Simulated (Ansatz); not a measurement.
# The potential step between two gates: 2H-MoS2 3 layers, 2H (AA')

Two oppositely charged gates put a neutral stack in a displacement field D. The voltage between them is D/ε₀ times an electrical distance, shorter than the real one because the stack screens.

**Method.** Ansatz 0.2.0, plane waves with PAW datasets (its set soft_2), r2SCAN-D4; isolated slab, charged sheets 4 Å from the outer atoms behind model barriers, atoms held. Voltages count from the uncharged case.

| run | D/ε₀ (V/nm) | step in an electron's potential, upper less lower gate (eV) |
| --- | --- | --- |
| run 1 | 0.000 | 0.000 |
| run 2 | 0.543 | 0.459 |
| run 3 | 1.086 | 0.918 |
| run 4 | 2.171 | 1.837 |
| run 5 | 4.343 | ? |

**Question.** What value belongs in the row marked “?”, and how far can the other rows tell?

A least-squares line through the 4 rows shown has slope 0.8462 and intercept −0.0004; no row lies more than 0.001 eV off it. The size of the slope, 0.846 nm, is the electrical distance; the sheets are 2.360 nm apart, and screening reaches beyond the outer atoms. At 4.343 it gives 0.8462 × 4.343 + (−0.0004) = 3.675 eV, beyond the rows fitted. Rounding and scatter of the rows alone allow about ±0.003 eV there.

The run itself gives 3.669 eV: a miss of −0.006 eV, or 0.2 % of the value. Screening stays linear to within 1 % over this range.

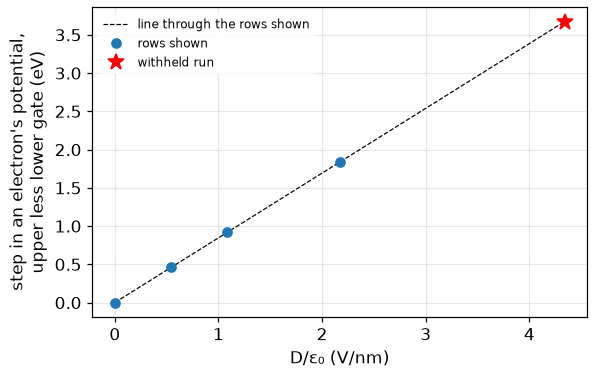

The fit and the withheld run.

**Limits.** The gates are model sheets, not atoms.
